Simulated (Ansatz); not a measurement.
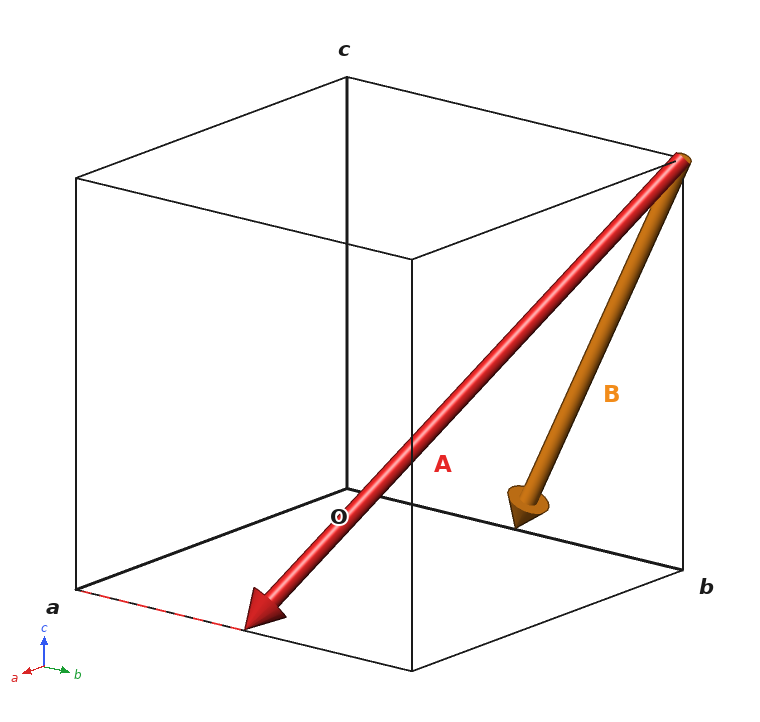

Each arrow starts at a corner of the unit cell and ends on its surface; where a tip isn't a corner, dashed lines run from it parallel to the axes. Crystal: Zn₂Ag₃, the end point of a relaxation with Ansatz, DFT PBE, scalar-relativistic, plane waves, PAW; the starting structure was generated, so it need not be a known form of this composition. Geometry calculated from the standardised cell; symmetry tolerance 0.002 Å.

a = 4.857 Å, b = 4.857 Å, c = 4.857 Å, α = 90.00°, β = 90.00°, γ = 90.00°.

Index the directions.

Answer. Arrow A runs from (0, 1, 1) to (1, 1/2, 0), so [2 −1 −2]; Arrow B runs from (0, 1, 1) to (0, 1/2, 0), so [0 −1 −2].

How long is the vector ua + vb + wc in each case, and what angles do the directions make?

Answer. A 14.570 Å; B 10.860 Å. A–B: 41.8°.
